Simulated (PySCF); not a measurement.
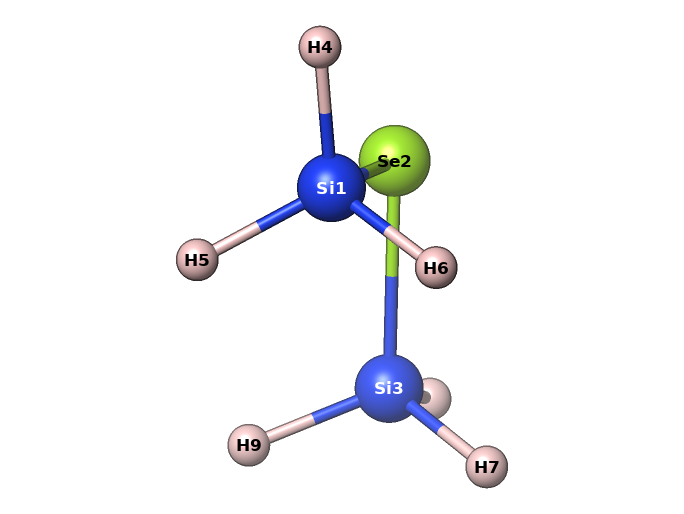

Se2 lies behind Si1. The molecule seen a little off the Si1–Se2 bond, Si1 in front. Atoms fade into the background with distance from the viewer. The computed structure is the end point of a PBE0-D3(BJ)/def2-SVP optimisation. No frequency run is at hand to confirm it as a minimum.

**What is the torsion angle H4–Si1–Se2–Si3? The sign is positive where the front bond must turn clockwise to cover the back bond.**

−177°, antiperiplanar (anti).
